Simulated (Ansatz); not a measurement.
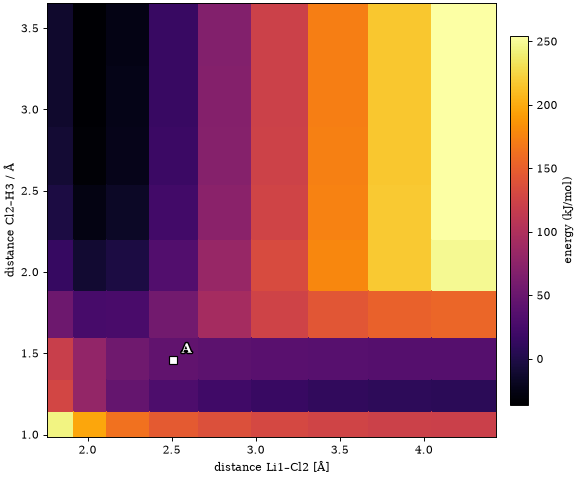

The system Li + ClH, spin multiplicity 2. The first coordinate is: distance Li1–Cl2; the second: distance Cl2–H3. Nothing is relaxed (the angle Li1–Cl2–H3 is fixed at 180 degrees). The scan uses a 9 × 9 grid. Points are written as (first, second). All energies are given in kJ/mol relative to Li far from the relaxed ClH (each part in its own basis). Energies and slopes of some neighbouring points disagree (a jump in structure or state, or too coarse a mesh). Computed with UKS wB97X-V/def2-SVPD in Ansatz 0.2.0.

Drawn: one coloured cell a grid point, the point A.

### Which way does the force act at A, and how strong is it?

A, at (2.511 Å, 1.460 Å), is not a stationary point. The computed force is 19 kJ/mol for each Å towards larger values of distance Li1–Cl2 and 220 kJ/mol for each Å towards smaller values of distance Cl2–H3.
